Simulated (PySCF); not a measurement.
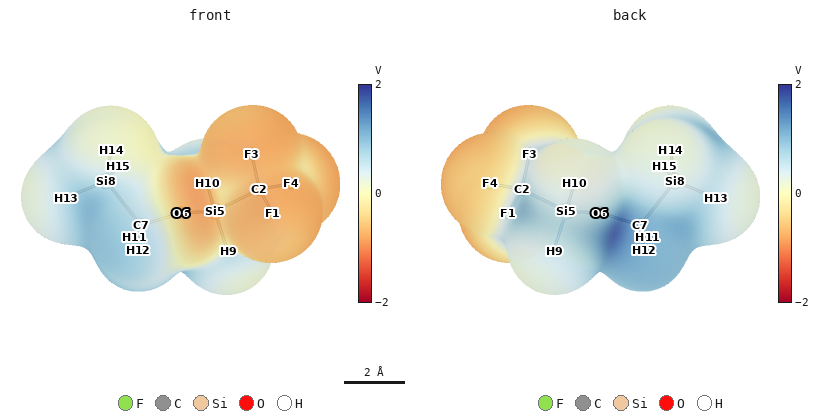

Figure 1: C2H7F3OSi2 (SMILES FC(F)(F)[SiH2]OC[SiH3]). The molecular electrostatic potential painted on the density surface at 0.001 e/bohr³, seen from the front and from behind; red is negative and blue positive.

Geometry: GFN2-xTB.

These are results of PBE0/pcSseg-1, SCF density, gas phase, non-relativistic in PySCF, not measurements.

Input file:

```
{"job": {"kind": "nmr", "xc": "PBE0", "basis": "pcSseg-1"}, "charge": 0, "multiplicity": 1}
F      2.959719     0.174286     1.528686
C      2.606024     0.415462     0.252314
F      2.382044     1.740798     0.169942
F      3.717096     0.186328    -0.482338
Si     1.135819    -0.666018    -0.382396
O     -0.039388    -0.149801     0.567416
C     -1.408783    -0.503190     0.627084
Si    -2.462847     0.609296    -0.521513
H      1.513895    -2.061286    -0.173479
H      0.974976    -0.355024    -1.800761
H     -1.712324    -0.381845     1.669765
H     -1.522819    -1.560425     0.374540
H     -3.843396     0.145255    -0.378181
H     -2.310244     1.996343    -0.095686
H     -1.994186     0.417811    -1.894270
```

Command:

```sh
OMP_NUM_THREADS=1 python probes_run.py task.json out
```

Question: Describe the electrostatic potential map.

Answer: The most negative region (about −0.9 V) lies over F3 and O6, the most positive (about +1.7 V) over Si5.
